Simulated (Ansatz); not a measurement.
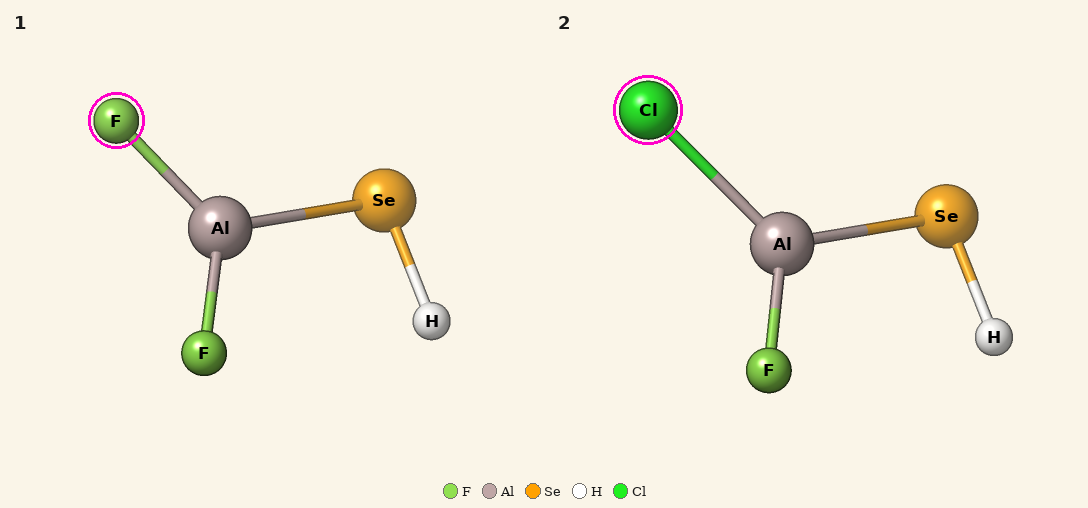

2 molecules with one skeleton, seen from the same side and at one scale; the atom that differs is circled. Each species is neutral and a spin singlet. Computed geometries: PBE0-D4/def2-TZVP optimisations, one conformation each. Properties computed with Ansatz 0.2.0.

One atom differs, called X below: F in panel 1, Cl in panel 2. Their formulas are AlF2HSe (`[F][Al]([F])[SeH]`), AlClFHSe (`[F][Al]([Cl])[SeH]`).

Question: In which is the dipole moment larger (r2SCAN-D4/def2-TZVPP)?

Answer: In panel 1 (X = F).

Question: In which is the length of X–Al larger (PBE0-D4/def2-TZVP)?

Answer: In panel 2 (X = Cl).

Give the values. With PBE0-D4/def2-TZVP: length of X–Al (Å), angle X–Al–Se (°), harmonic zero-point energy (kJ/mol). With r2SCAN-D4/def2-TZVPP: dipole moment (D), HOMO energy (Kohn–Sham orbital) (eV), HOMO–LUMO gap (eV).

```
                            quantity  1 (F)  2 (Cl)   2 − 1
                  length of X–Al (Å)  1.637   2.075  +0.438
                   angle X–Al–Se (°)  119.5   120.6    +1.1
                   dipole moment (D)   1.32    1.06   −0.26
HOMO energy (Kohn–Sham orbital) (eV)  −7.03   −7.00   +0.03
                  HOMO–LUMO gap (eV)   5.46    5.45   −0.01
 harmonic zero-point energy (kJ/mol)   35.8    33.3    −2.5
```
